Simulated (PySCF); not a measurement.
| atom | x (Å) | y (Å) | z (Å) |
| --- | --- | --- | --- |
| C | -1.2501 | 0.3835 | 0.0159 |
| C | -0.0982 | -0.5461 | -0.3246 |
| C | 1.2309 | -0.1543 | 0.2848 |
| Br | 1.8996 | 1.5507 | -0.3900 |
| H | -1.4057 | 0.4450 | 1.1050 |
| H | -2.1884 | 0.0322 | -0.4378 |
| H | -1.0559 | 1.4022 | -0.3521 |
| H | 0.0180 | -0.6288 | -1.4178 |
| H | -0.3194 | -1.5664 | 0.0382 |
| H | 1.1643 | -0.0332 | 1.3750 |
| H | 2.0172 | -0.8848 | 0.0566 |

Geometry: PBE0-D3(BJ)/def2-SVP.

All numbers below come from PySCF 2.14.0, density-fitted response routines, DFT single point, gas phase, functional wB97X.

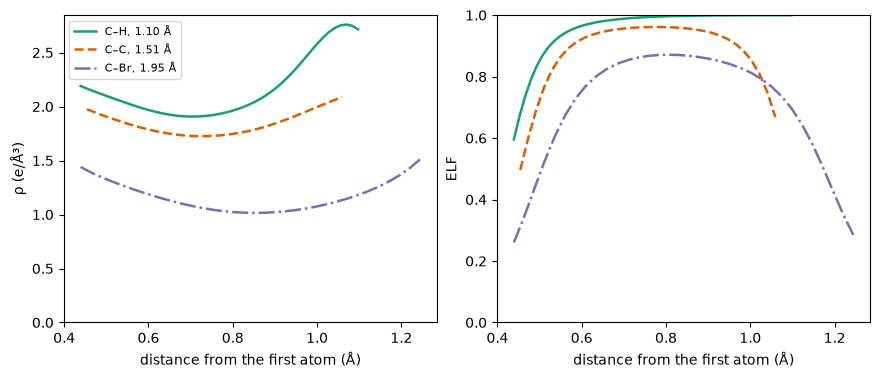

C3H7Br (SMILES CCCBr). Electron density and ELF along straight lines between neighbouring atoms. The curves leave out the atomic cores.

What can be read from the curves?

Answer. C–H (1.10 Å): ρ at the midpoint is about 2 e/Å³; the ELF climbs to about 1 towards the hydrogen, as it does in any bond to H: a covalent bond by its length.
C–C (1.51 Å): ρ at the midpoint is about 1.7 e/Å³; the ELF peaks at about 0.95 between the atoms (a covalent bond).
C–Br (1.95 Å): the density is about 1.1 e/Å³ at the midpoint; the ELF peaks at about 0.85 between the atoms (a shared electron pair).
